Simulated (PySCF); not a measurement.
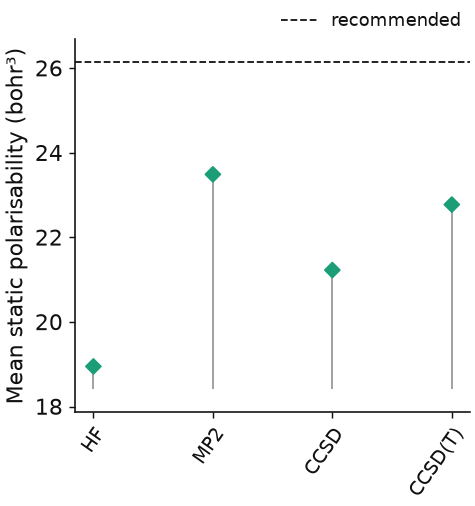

The mean static polarisability of neutral palladium ([Kr] 4d¹⁰) across levels of theory. Finite fields; PySCF, aug-cc-pwCVTZ-PP with a 28-electron core potential, unrestricted single determinants, no spin-orbit coupling. 8 core electrons frozen.

How do the methods compare?

Answer. The values run from 18.95 bohr³ (HF) to 23.49 bohr³ (MP2). The recommended value is 26.14 ± 0.1 bohr³; nearest to it come MP2 (−2.65) and CCSD(T) (−3.36), furthest HF (−7.19 bohr³).

```json
{"Method": "HF", "Mean static polarisability (bohr³)": "18.95"}
{"Method": "MP2", "Mean static polarisability (bohr³)": "23.49"}
{"Method": "CCSD", "Mean static polarisability (bohr³)": "21.23"}
{"Method": "CCSD(T)", "Mean static polarisability (bohr³)": "22.78"}
```
